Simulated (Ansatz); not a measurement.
**Frozen-phonon scan for Si (diamond)**

Si (diamond)

```yaml
crystal:
  lattice:
    - [0.00000, 5.44431, 5.44431]
    - [2.72216, 2.72216, 5.44431]
    - [2.72216, 2.72216, 0.00000]
  atoms:
    - { symbol: Si, position: [0.00000, 0.50000, 0.50000] }
    - { symbol: Si, position: [0.50000, 0.50000, 0.50000] }
    - { symbol: Si, position: [0.00000, 0.75000, 0.75000] }
    - { symbol: Si, position: [0.50000, 0.75000, 0.75000] }
```

The atoms are displaced by Q × the pattern below (from a DFPT mode at X = (0.5, 0.5, 0.0), largest move 1; Q in Å), at fixed cell. It is one choice among 2 degenerate patterns. (q is in reciprocal vectors of the primitive cell; the cell shown is doubled to hold the pattern.)

| atom | x | y | z |
|---|---|---|---|
| Si3 | 0.000 | 0.000 | -1.000 |
| Si4 | 0.000 | 0.000 | 1.000 |

Atoms not listed stay in place.

The numbers are results of r2SCAN (plane waves to 500 eV, PAW, scalar-relativistic; Ansatz, an electronic-structure program), not measurements. k mesh 10×10×10 (Γ-centred), Fermi-Dirac smearing 0.05 eV. Energies are smeared free energies. Si was relaxed with its symmetry unable to fall. The zero of ΔE is the undisplaced structure.

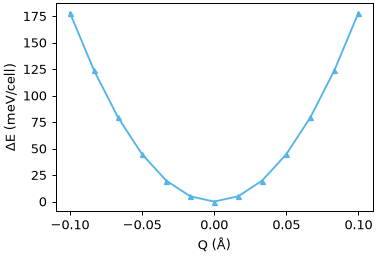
*ΔE (meV/cell) against Q (Å); markers are the computed points, lines only join them.*

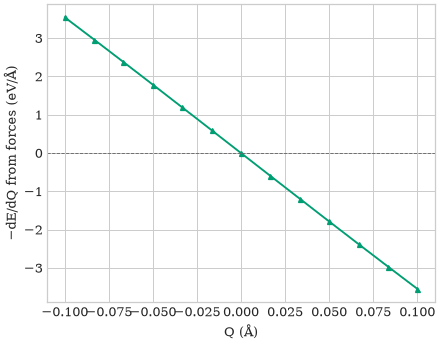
Fig. 1. −dE/dQ from forces (eV/Å) against Q (Å); computed points joined by lines.

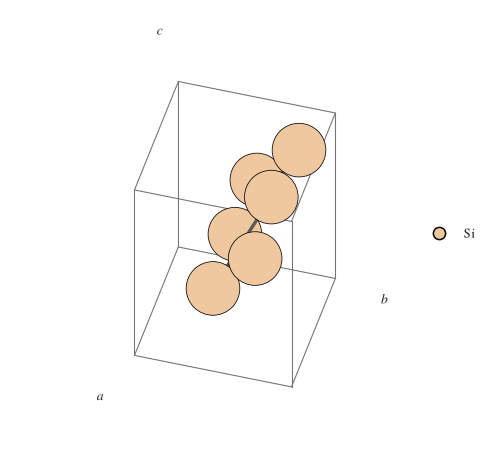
The cell of the calculation at Q = -0.100 Å.

The energy at Q = 0.100 Å is 178.1 meV/cell. Symmetry of the curve: even: the same for both signs. Harmonic wavenumber from the curvature (finite differences): 416 cm⁻¹. Space group of the distorted cell: P-4m2 (No. 115), lowered from Fd-3m. Shape of the curve: a single well with its minimum at or next to zero displacement.

E″ = 35.80 eV/Å², M = Σ mᵢ|uᵢ|² = 56.2 u, ν̃ = 521.5·√(|E″|/M).

(For displaced atoms, the force is minus the slope of the energy, and its curvature is a force constant, which sets phonon frequencies.)
